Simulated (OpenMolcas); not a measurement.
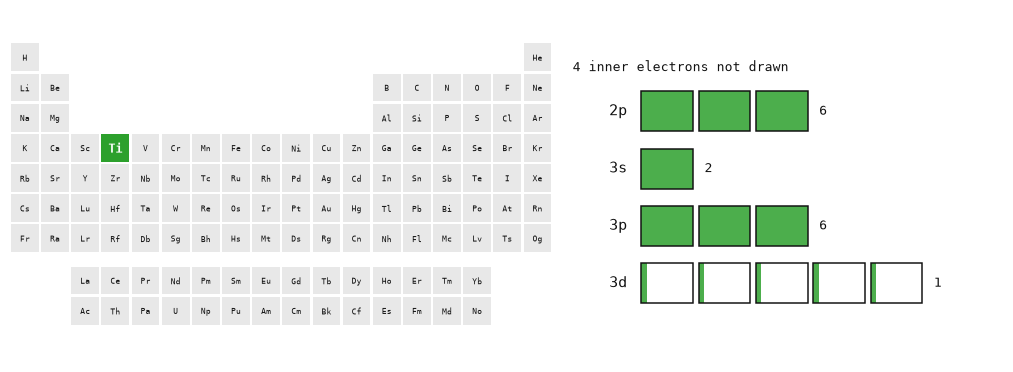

Left, the place of titanium in the periodic table; right, the outer shells of the leading configuration of the lowest level: a box for each of the 2l + 1 orbitals, shaded by the share of the shell that is filled, with the electron count at the right.

# Run report: Ti³⁺ complex, multiconfigurational calculation

System: Ti³⁺ with 4 ligands (Cl; tetrahedron, 2.3 Å), neutralised by 4 outer point charges of +0.25 e, whose field is part of the energies.
Method: state-averaged CASSCF, active space 1 electron in the shell 3d, basis ANO-RCC-VDZP on the metal and ANO-RCC-VDZP on the ligands, DKH2 scalar Hamiltonian, spin-orbit coupling by RASSI with atomic mean-field integrals (OpenMolcas).

### Summary

| quantity | value |
| --- | --- |
| outcome | converged |
| energy of the lowest spin-free term | −2697.00037 hartree |
| energy of the lowest spin-orbit level | −2697.00039 hartree |
| largest spread among components of a term | 0.0 cm⁻¹ |
| hardware | 1 thread of Arm Neoverse V2, 24 GiB of memory available, shared host |
| wall time | 10 s |

### Notes

Caveats: distances are set from ionic radii, not optimised.

### Input file
```
&GATEWAY
Coord
5

Ti 0.0 0.0 0.0
Cl 1.327906 1.327906 1.327906
Cl 1.327906 -1.327906 -1.327906
Cl -1.327906 1.327906 -1.327906
Cl -1.327906 -1.327906 1.327906
Basis=Ti.ANO-RCC-VDZP,Cl.ANO-RCC-VDZP
Group=NoSym
NoMove
AngMom=0.0 0.0 0.0
AMFI
RICD
XField
4 Angstrom 0
2.829017 2.829017 2.829017 0.250000
2.829017 -2.829017 -2.829017 0.250000
-2.829017 2.829017 -2.829017 0.250000
-2.829017 -2.829017 2.829017 0.250000
&SEWARD
&RASSCF
FileOrb=start.orb
Symmetry=1
Spin=2
nActEl=1 0 0
Inactive=45
Ras2=5
CIRoot=5 5 1
SDav=5
CIMx=300
Iter=150 100
PrWF=0.3
OrbListing=Nothing
MaxOrb=0
LevShft=1.0
>>> COPY $Project.JobIph JOB001
&RASSI
NrOfJobIphs=1 5
1 2 3 4 5
IphNames
JOB001
EJob
SpinOrbit
DIPRint=1.0
SOCoupling=1000.0
Subsets=2
Property=9
'ANGMOM' 1 'ANGMOM' 2 'ANGMOM' 3 'MLTPL  1' 1 'MLTPL  1' 2 'MLTPL  1' 3
'AMFI' 1 'AMFI' 2 'AMFI' 3
SOProperty=3
'ANGMOM' 1 'ANGMOM' 2 'ANGMOM' 3
```

The file start.orb holds starting orbitals from an earlier step. A driver script formed the levels outside the program, from RASSI's spin-orbit matrix and the active-space energies, averaged over the components of each term or state.

Command:
```bash
OMP_NUM_THREADS=1 MOLCAS_MEM=2457 MOLCAS_PROJECT=a pymolcas a.inp > a.log  # once for each step of the input, in one work folder
```

### Log (extracts)
```
--- SEWARD ---
Basis set label: TI.ANO-RCC...5S4P2D1F.

      Electronic valence basis set:
      ------------------
      Associated Effective Charge  22.000000 au
      Associated Actual Charge     22.000000 au
      Nuclear Model: Point charge

      Shell  nPrim  nBasis  Cartesian Spherical Contaminant
         s      21       5        X
         p      15       4        X
         d      10       2                 X
         f       6       1                 X
                  Relativistic Douglas-Kroll-Hess integrals:
                    - DKH order of Hamiltonian: 2
                    - DKH order of Properties : 0
                  Atomic mean-field integrals
--- RASSCF ---
Wave function specifications:
      -----------------------------

      Number of closed shell electrons          90
      Number of electrons in active shells       1
      Max number of holes in RAS1 space          0
      Max nr of electrons in RAS3 space          0
      Number of inactive orbitals               45
      Number of active orbitals                  5
      Number of secondary orbitals              56
      Spin quantum number                      0.5
      State symmetry                             1
Orbital specifications:
      -----------------------

      Symmetry species                           1
                                                 a
      Frozen orbitals                            0
      Inactive orbitals                         45
      Active orbitals                            5
      RAS1 orbitals                              0
      RAS2 orbitals                              5
      RAS3 orbitals                              0
      Secondary orbitals                        56
      Deleted orbitals                           0
      Number of basis functions                106
      Number of CSFs                             5
      Number of root(s) required                 5
      Iter CI   SX   CI       RASSCF       Energy    max ROT     max BLB   max BLB  Level Ln srch  Step   QN
          iter iter root      energy       change     param      element    value   shift minimum  type update
 Nr of preliminary CI iterations:   1
      Total energies have been shifted. Add                -2000.00 au
        1   1   10    0  -696.46943179    0.00E+00  -1.05E-01*   7  68 1 -1.88E-01*  0.88   0.00    SX    NO
        2   1   10    0  -696.85941813   -3.90E-01* -3.54E-02   32  47 1  6.14E-02*  0.76   0.00    SX    NO
        3   1    9    0  -696.95181200   -9.24E-02*  1.47E-02   32  47 1  3.54E-02*  0.84   0.00    SX    NO
        4   1    9    0  -696.97320731   -2.14E-02*  8.71E-03   32  47 1  2.18E-02*  0.87   0.00    SX    NO
        5   1    9    0  -696.98061430   -7.41E-03*  1.15E-02   32  47 1  1.38E-02*  0.88   2.50    LS   YES
        6   1    8    0  -696.98495581   -4.34E-03*  9.25E-03   18  67 1  4.47E-03*  0.89   1.17    QN   YES
        7   1    8    0  -696.98569104   -7.35E-04*  6.17E-03    9  70 1 -3.41E-03*  0.89   1.69    LS   YES
        8   1    8    0  -696.98583765   -1.47E-04* -1.48E-03    8  69 1 -4.87E-03*  0.89   1.03    QN   YES
        9   1    8    0  -696.98595025   -1.13E-04* -8.30E-04   12  71 1 -1.44E-03*  0.88   1.57    LS   YES
       10   1    7    0  -696.98596719   -1.69E-05*  3.75E-04    8  69 1  1.54E-03*  0.88   1.01    QN   YES
       11   1    7    0  -696.98597941   -1.22E-05*  2.97E-04    7  68 1  7.39E-04*  0.88   1.79    LS   YES
       12   1    7    0  -696.98598239   -2.97E-06* -1.90E-04    5  70 1  5.39E-04*  0.88   1.00    QN   YES
       13   1    6    0  -696.98598390   -1.51E-06* -1.97E-04   12  71 1  1.76E-04*  0.88   2.04    LS   YES
       14   1    6    0  -696.98598442   -5.28E-07* -1.10E-04    5  70 1 -3.23E-04*  0.88   1.00    QN   YES
       15   1    6    0  -696.98598461   -1.90E-07* -6.72E-05    5  70 1 -9.52E-05   0.88   1.61    LS   YES
       16   1    6    0  -696.98598465   -3.44E-08* -4.47E-05    9  70 1  1.10E-04*  0.88   1.11    QN   YES
       17   1    5    0  -696.98598469   -3.68E-08* -4.76E-05    5  70 1  5.78E-05   0.88   1.80    QN   YES
       18   1    5    0  -696.98598470   -1.42E-08* -8.47E-06    7  68 1 -8.90E-06   0.88   1.17    QN   YES
       19   1    4    0  -696.98598470   -1.97E-09  -1.45E-05    9  70 1 -8.33E-06   0.88   2.37    QN   YES
      Convergence after 19 iterations
       20   1    4    0  -696.98598470   -1.03E-09  -1.45E-05    3  68 1 -2.75E-06   0.88   2.37    QN   YES
      Natural orbitals and occupation numbers for root  1
      sym 1:  -0.000000  -0.000000   1.000000   0.000000  -0.000000
      Natural orbitals and occupation numbers for root  2
      sym 1:   0.000000   0.000000  -0.000000   0.000000   1.000000
      Natural orbitals and occupation numbers for root  3
      sym 1:   1.000000   0.000000   0.000000   0.000000   0.000000
::    RASSCF root number  1 Total energy:  -2697.00037142
::    RASSCF root number  2 Total energy:  -2697.00037142
::    RASSCF root number  3 Total energy:  -2696.97639356
::    RASSCF root number  4 Total energy:  -2696.97639356
::    RASSCF root number  5 Total energy:  -2696.97639356
--- RASSI ---
SPIN-FREE ENERGIES:
  (Shifted by EMIN (a.u.) =      -2697.0003714156)

 SF State       Relative EMIN(au)   Rel lowest level(eV)    D:o, cm**(-1)

     1             0.0000000000        0.0000000000              0.0000
     2             0.0000000000        0.0000000000              0.0000
     3             0.0239778549        0.6524706720           5262.5309
     4             0.0239778549        0.6524706720           5262.5309
     5             0.0239778549        0.6524706720           5262.5309
     Dipole printing threshold changed to   1.00000000E+00

++ Dipole transition strengths (spin-free states):
   -----------------------------------------------
     for osc. strength at least  1.00000000E+00

  ( Max oscillator strength is only    2.3477568854343462E-004 )
--
Eigenvalues of complex Hamiltonian:
   -----------------------------------
  (Shifted by EMIN (a.u.) =      -2697.0003714156)

 SO State       Relative EMIN(au)   Rel lowest level(eV)    D:o, cm**(-1)

     1            -0.0000203072        0.0000000001              0.0000
     2            -0.0000203072        0.0000000000              0.0000
     3            -0.0000203072        0.0000000000              0.0000
     4            -0.0000203072        0.0000000001              0.0000
     5             0.0238315689        0.6490426119           5234.8817
     6             0.0238315689        0.6490426119           5234.8817
     7             0.0238315689        0.6490426119           5234.8817
     8             0.0238315689        0.6490426119           5234.8817
     9             0.0243110413        0.6620897217           5340.1137
    10             0.0243110413        0.6620897217           5340.1137
Weights of the five most important spin-orbit-free states for each spin-orbit state.

 SO State  Total energy (au)           Spin-free states, spin, and weights
 -------------------------------------------------------------------------------------------------------
    1        -0.000020       2 0.5  0.5153    1 0.5  0.4838    5 0.5  0.0005    4 0.5  0.0003    3 0.5  0.0000
    2        -0.000020       2 0.5  0.5567    1 0.5  0.4424    3 0.5  0.0005    4 0.5  0.0003    5 0.5  0.0000
    3        -0.000020       1 0.5  0.5147    2 0.5  0.4845    3 0.5  0.0005    4 0.5  0.0003    5 0.5  0.0000
    4        -0.000020       1 0.5  0.5574    2 0.5  0.4418    5 0.5  0.0005    4 0.5  0.0003    3 0.5  0.0001
    5         0.023832       5 0.5  0.6385    4 0.5  0.2871    3 0.5  0.0735    2 0.5  0.0004    1 0.5  0.0004
    6         0.023832       5 0.5  0.6641    3 0.5  0.1714    4 0.5  0.1636    2 0.5  0.0005    1 0.5  0.0004
    7         0.023832       4 0.5  0.4996    3 0.5  0.4995    1 0.5  0.0004    2 0.5  0.0004    5 0.5  0.0000
    8         0.023832       3 0.5  0.5877    4 0.5  0.3818    5 0.5  0.0296    1 0.5  0.0005    2 0.5  0.0004
    9         0.024311       5 0.5  0.3333    4 0.5  0.3333    3 0.5  0.3333    1 0.5  0.0000    2 0.5  0.0000
   10         0.024311       5 0.5  0.3333    4 0.5  0.3333    3 0.5  0.3333    1 0.5  0.0000    2 0.5  0.0000
 -------------------------------------------------------------------------------------------------------
```

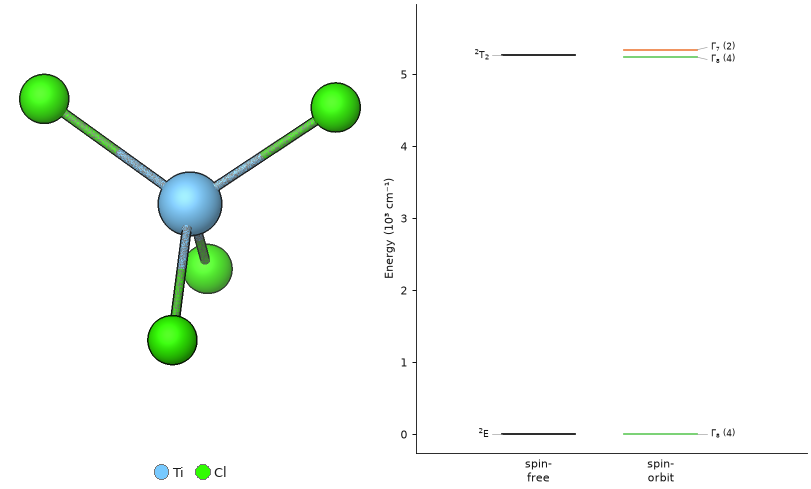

Ti³⁺ (3d) with 4 ligands, Cl⁻, at 2.3 Å (arrangement: tetrahedron, Td), neutralised by outer point charges of +0.25 e, and its levels. Labels give the representation in O, Td, D4 or D3 as the site allows (double group for half-integer spin) where it could be assigned and, in brackets, the degeneracy; spin-free states, where drawn, share the zero of the spin-orbit levels. The ground level is Γ₈, 4-fold degenerate, 100 % from states of spin multiplicity 2. The next level lies at 5,230 cm⁻¹ (Γ₈). The lowest spin-free state is ²E; of the same spin there follows at 5,260 cm⁻¹ (²T₂) above it. A ligand-field fit to the spin-free states gives |10Dq| = 5,260 cm⁻¹. The active orbitals hold 87 to 94 % metal character (Löwdin), and the Mulliken charge of the metal is +1.42.
